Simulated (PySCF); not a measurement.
## Electronic structure of C₄H₇BO₂Si in real space

```
atom    x (Å)    y (Å)    z (Å)
   B  -2.0665  -1.6121   0.3585
   O  -2.6352  -0.4014   0.3240
   C  -1.7456   0.6647  -0.0282
  Si  -0.0725  -0.2423  -0.3515
   C   1.3499   0.2087   0.7899
   C   2.7804   0.1496   0.2955
   C   2.2997   1.3380   0.4526
   O  -0.7313  -1.6892   0.0576
   H  -2.6886  -2.5566   0.6386
   H  -2.1709   1.1697  -0.8975
   H  -1.7428   1.3749   0.8021
   H   0.2645  -0.2776  -1.7758
   H   1.2014   0.0027   1.8521
   H   3.5611  -0.5155   0.0251
   H   2.3919   2.3944   0.4135
```

Geometry: GFN2-xTB.

These are results of PBE0/def2-SVPD, SCF density, gas phase in PySCF 2.14.0, not measurements.

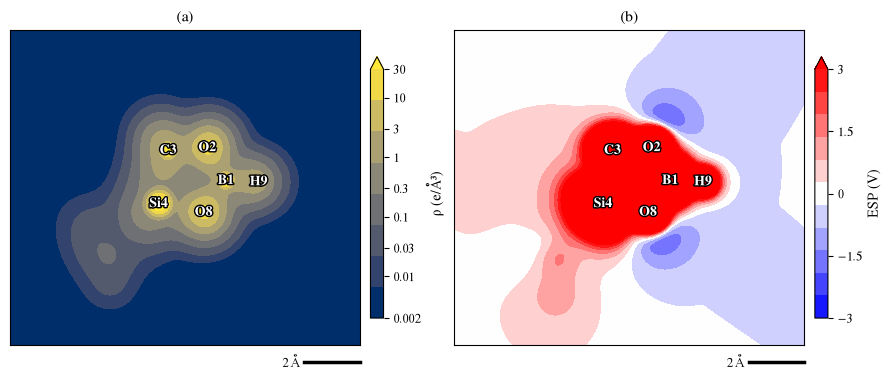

Figure 1. (a) total electron density; (b) electrostatic potential on the plane of atoms O8, B1 and H9.

> Read the bonding off the picture.

The section cuts through B, O, C, Si and H sites.
B–O (1.34 Å): ρ is about 2.3 e/Å³ halfway.
C–O (1.43 Å): ρ at the midpoint is about 1.9 e/Å³, with its minimum of 1.6 e/Å³ about 0.5 Å from C.
Si–O (1.64 Å): the density is about 1.1 e/Å³ at the midpoint.
C–Si (1.93 Å): ρ at the midpoint is about 0.92 e/Å³.
Outside the dense part of the molecule the potential is most negative (−1.8 V) near O2.

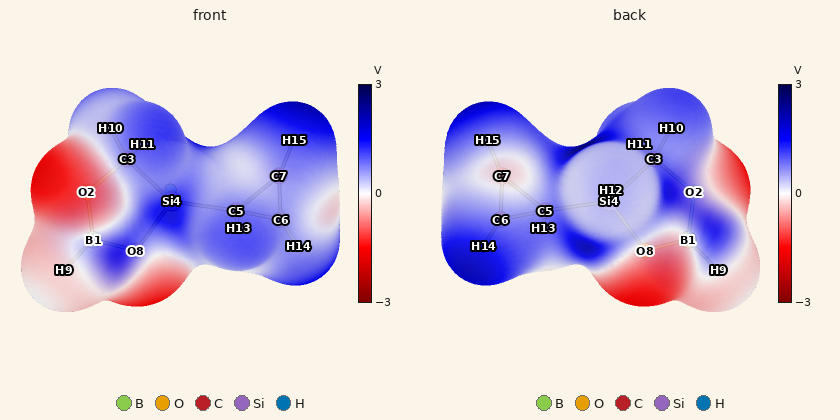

Figure 2. The electrostatic potential painted on the density surface at 0.004 e/bohr³, seen from the front and from behind; the colour scale runs from red (negative) to blue (positive).

> Which sites attract a positive test charge, and which a negative one?

A positive charge is drawn to the negative regions and a negative charge to the positive ones. The most negative region (about −1.6 V) lies over O2 and O8, the most positive (about +2.3 V) over Si4.

> How polar is the molecule by this calculation?

Its dipole moment is 3.45 D.
